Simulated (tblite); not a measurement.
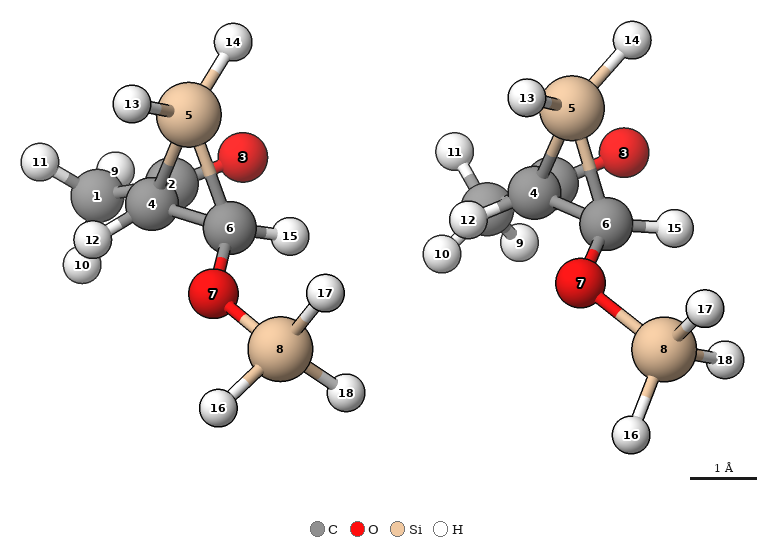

Two geometries of C4H10O2Si2, drawn at one scale. One is the start of a relaxation, the other its converged end. A ball-and-stick model, seen from a free direction.

Computed with GFN2-xTB geometry optimisation, gas phase in tblite 0.8.0. 

Which one is relaxed?

Answer. The left one is the relaxed one. After 137 geometry steps the energy has fallen by 0.844 eV. The largest move after the best rigid fit is that of H9, 1.14 Å. By element the largest moves are H 1.14 Å, O 0.38 Å, Si 0.23 Å, C 0.22 Å. Some distances before and after: O7–Si8 1.721 → 1.619 Å, C4–Si5 1.847 → 1.926 Å, C2–C4 1.505 → 1.458 Å, C4–C6 1.489 → 1.535 Å. Bond angles that change, for instance: C6–O7–Si8 112.5° → 129.9°, O7–Si8–H16 110.9° → 98.7°, C4–C6–H15 123.9° → 113.4°. Groups turn about C1–C2 by about 50°, O7–Si8 by about 30°, C6–O7 by about 20°.
